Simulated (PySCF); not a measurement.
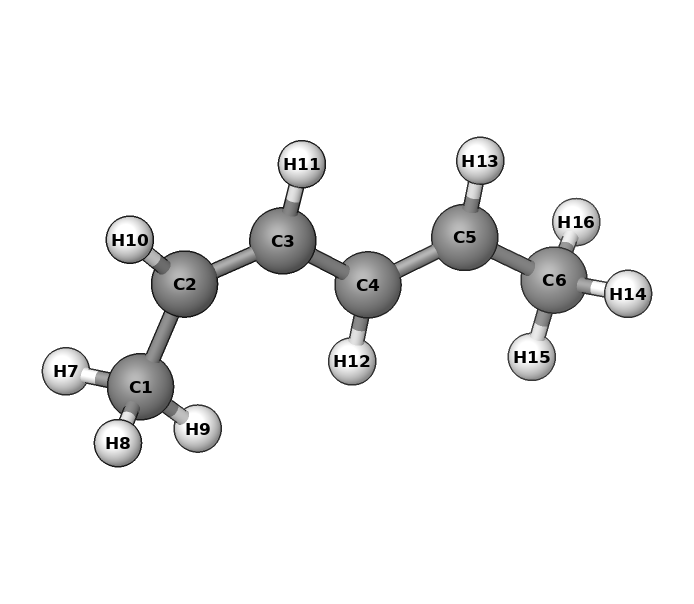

Computed geometry: PBE0-D3(BJ)/def2-SVP optimisation. No frequency run is at hand to confirm it as a minimum. Level of theory: delta-SCF UKS SCAN, pcX-2 on the ionised atom, pcseg-1 elsewhere, spin-free X2C (PySCF 2.14.0).

Give the core-electron binding energies (to vacuum) of C1 1s, C2 1s, C3 1s, C4 1s, C5 1s, C6 1s.

```tsv
atom	level	binding energy (eV)
C1	1s	290.6
C2	1s	289.7
C3	1s	290.0
C4	1s	290.1
C5	1s	289.8
C6	1s	290.6
```
